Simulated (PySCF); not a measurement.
**quartet SiH3 at 3 levels**

Aim: a comparison of 3 runs (UM06-2X/6-31G, UMP2/6-31G, UCISD/6-31G) of quartet SiH3. The job is set up through a Python script.

The results are computed with PySCF 2.14.0.

9 further runs of the same task are left out: 2 that didn't finish, 7 set aside as unsound or not needed.

## 1. The structure to begin with

SiH3 has 4 atoms, charge 0, and is taken as a quartet. As SMILES of the parent species, `[SiH3]`. The shape is that of a PBE0-D4/def2-TZVP optimisation. That shape belongs to the parent species and isn't relaxed for this state.

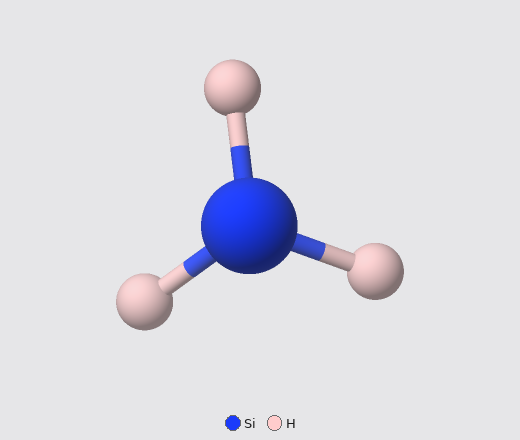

The structure, seen from a chosen angle (silicon blue, hydrogen pink).

## 2. A single-point energy at UM06-2X/6-31G (run 1)

job.py

```python
from pyscf import gto, dft

mol = gto.M(
    atom='Si 0.293780 -0.026900 -0.164030; H 0.559150 0.665300 1.123900; H -0.224040 -1.401650 0.060130; H -0.628890 0.763250 -1.019990',
    basis='6-31g',
    max_memory=1860,
    verbose=4,
    spin=3,
)

mf = dft.UKS(mol)
mf.xc = 'm06-2x'
mf.grids.level = 5
mf.conv_tol = 1e-10
mf.kernel()
if not mf.converged:
    mf = mf.newton().run(mf.mo_coeff, mf.mo_occ)

energy = mf.e_tot
print(f'total energy: {energy:.8f} hartree')
```

Started as:

```console
$ OMP_NUM_THREADS=1 python job.py
```

Output:

```text
PySCF version 2.14.0

[... 56 lines left out ...]
[... the frontier-level lines of each cycle are left out ...]
[... 23 lines left out ...]
[... 23 lines left out ...]
[... 23 lines left out ...]
[... 23 lines left out ...]
[... 1 line left out ...]
cycle= 17 E= -290.808828351591  delta_E= -7.71e-10  |g|= 2.03e-06  |ddm|= 0.000836


cycle= 18 E= -290.808828351641  delta_E= -5.01e-11  |g|= 2.31e-07  |ddm|= 0.000177


Extra cycle  E= -290.808828351642  delta_E= -1.19e-12  |g|= 1.14e-07  |ddm|= 3.36e-06
converged SCF energy = -290.808828351642  <S^2> = 3.752939  2S+1 = 4.0014692
total energy: -290.80882835 hartree
```

It took 7.5 s on 1 thread of Arm Neoverse V1, shared host; peak memory 0.2 GiB.

## 3. The energy at UMP2/6-31G (run 2)

input.py

```python
from pyscf import gto, mp

system = gto.M(
    atom='''
Si     0.293780    -0.026900    -0.164030
H      0.559150     0.665300     1.123900
H     -0.224040    -1.401650     0.060130
H     -0.628890     0.763250    -1.019990
''',
    spin=3,
    basis='6-31g',
    verbose=3,
    max_memory=1860,
)

mf = system.UHF()
mf.conv_tol = 1e-10
mf.kernel()
if not mf.converged:
    mf = mf.newton().run(mf.mo_coeff, mf.mo_occ)

pt = mp.MP2(mf, frozen=5).run()
etot = pt.e_tot
print('Final energy', etot)
```

Started as:

```console
$ OMP_NUM_THREADS=1 python input.py
```

Output:

```text
WARN: HOMO 0.152610186172212 >= LUMO -0.395286266415264

WARN: HOMO -0.119329490827339 >= LUMO -0.223872736214464

WARN: HOMO -0.110720029119146 >= LUMO -0.15200684087

WARN: HOMO -0.119313672476808 >= LUMO -0.138209974211896

WARN: HOMO -0.125022200671811 >= LUMO -0.128159010199236

converged SCF energy = -290.244460918159  <S^2> = 3.7550079  2S+1 = 4.0025032
E(UMP2) = -290.284279170518  E_corr = -0.039818252359183
E(SCS-UMP2) = -290.288419210324  E_corr = -0.0439582921645267
Final energy -290.28427917051823
```

Run time: 0.95 s. Hardware: 1 thread of Arm Neoverse V1, shared host; peak memory 0.12 GiB.

## 4. A single-point energy at UCISD/6-31G (run 3)

job.py

```python
from pyscf import gto, ci

system = gto.M(
    atom=[
    ('Si', (0.293780, -0.026900, -0.164030)),
    ('H', (0.559150, 0.665300, 1.123900)),
    ('H', (-0.224040, -1.401650, 0.060130)),
    ('H', (-0.628890, 0.763250, -1.019990)),
],
    spin=3,
    verbose=4,
    basis='6-31g',
    max_memory=1860,
)

hf = system.UHF()
hf.conv_tol = 1e-10
hf.kernel()
if not hf.converged:
    hf = hf.newton().run(hf.mo_coeff, hf.mo_occ)

cisd = ci.CISD(hf, frozen=5)
cisd.kernel()
e_final = cisd.e_tot
print(f'total energy: {e_final:.8f} hartree')
```

Started as:

```console
$ OMP_NUM_THREADS=1 python job.py
```

Output:

```text
PySCF version 2.14.0

[... 39 lines left out ...]
WARN: beta  nocc = 7  HOMO -0.395288561835256 >= LUMO -0.395286266415264
[... 7 lines left out ...]
WARN: HOMO -0.119329490827339 >= LUMO -0.223872736214464
[... 11 lines left out ...]
WARN: HOMO -0.119313672476808 >= LUMO -0.138209974211896
[... 68 lines left out ...]
converged SCF energy = -290.244460918159  <S^2> = 3.7550079  2S+1 = 4.0025032
[... 1 line left out ...]
******** <class 'pyscf.ci.ucisd.UCISD'> ********
CISD nocc = (np.int64(5), np.int64(2)), nmo = (14, 14)
frozen orbitals 5
max_cycle = 50
direct = 0
conv_tol = 1e-09
max_cycle = 50
max_space = 12
lindep = 0
nroots = 1
Init t2, MP2 energy = -0.0398182525243818
UCISD converged
E(UCISD) = -290.3019939046712  E_corr = -0.05753298651213445
total energy: -290.30199390 hartree
```

It took 1.1 s on 1 thread of Arm Neoverse V1, shared host; peak memory 0.12 GiB.

## 5. The series

```
run          level  integration grid  frozen core orbitals  energy (Eh)  dipole moment (D) of the reference  HOMO energy (eV)   ⟨S²⟩  wall time
  1  UM06-2X/6-31G                 5                     –  -290.808828                                1.43             -2.09  3.753      7.5 s
  2     UMP2/6-31G                 –                     5  -290.284279                                1.88             -3.69  3.755     0.95 s
  3    UCISD/6-31G                 –                     5  -290.301994                                1.88             -3.69  3.755      1.1 s
```

## 6. Results

```
                                                         quantity          value
                                              run 3: total energy  -290.30199 Eh
                      run 3: dipole moment (Hartree–Fock density)         1.88 D
run 3: HOMO energy (Hartree–Fock orbitals) (highest over α and β)       -3.69 eV
 run 3: LUMO energy (Hartree–Fock orbitals) (lowest over α and β)       -2.85 eV
               run 3: correlation energy (5 core orbitals frozen)      -57.5 mEh
                         run 3: ⟨S²⟩ of the reference determinant          3.755
```

All runs together took 9.6 s, the longest 7.5 s.
